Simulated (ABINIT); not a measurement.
Band structure of MoP (P-6m2, 2 atoms in the cell).

```xyz
2
Lattice="3.2348 0.0000 0.0000 -1.6174 2.8014 0.0000 0.0000 0.0000 3.1823" Properties=species:S:1:pos:R:3 pbc="T T T"
Mo     0.0000     0.0000     0.0000
P      0.0000     1.8676     1.5911
```

Method of the run: PBE, PAW (JTH v2.0 PBE PAW) (plane waves; ABINIT).

Settings: pseudos = [Mo.GGA_PBE-JTH.xml, P.GGA_PBE-JTH.xml]; ecut = 21 Ha; pawecutdg = 42 Ha; pawxcdev = 0; occopt = 3; tsmear = 0.1 eV; ngkpt = 8 8 7; nshiftk = 1; shiftk = 0 0 0; potentials = JTH v2.0 PBE PAW; kptopt = 1; nstep = 50; tolvrs1 = 1e-12.

The starting cell comes from a database of computed structures (which also holds hypothetical and non-ambient phases and stackings), without a prior relaxation at this level. Spin polarisation is off; with an odd number of electrons in the cell that forces a metal, and a magnetic state may lie lower.

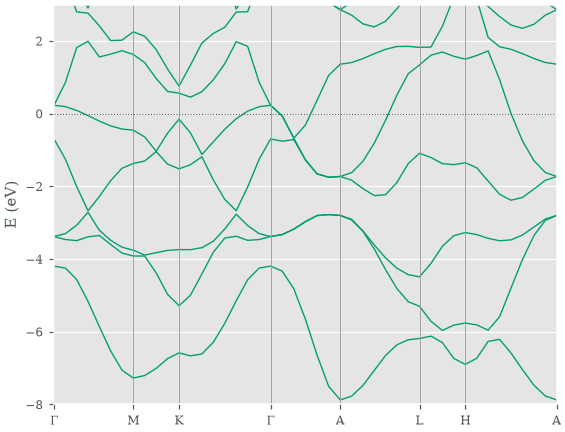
*Bands along the path, energies from the Fermi level.*

Levels in eV from the Fermi level, bands 7 to 14:
```tsv
point	7	8	9	10	11	12	13	14
Γ	-3.38	-3.38	-0.70	0.23	0.23	4.06	4.06	5.44
M	-3.92	-3.76	-1.37	-0.45	1.63	2.25	4.62	6.08
K	-5.28	-3.74	-1.52	-0.15	0.56	0.76	6.75	8.72
A	-2.80	-2.80	-1.73	-1.73	1.36	2.86	2.86	7.84
L	-5.30	-4.49	-1.09	1.34	1.82	3.49	4.98	6.17
H	-5.76	-3.27	-1.35	1.50	3.21	4.12	4.23	4.86
```

Bands cross the Fermi level along this path, so the cell is metallic at this level.
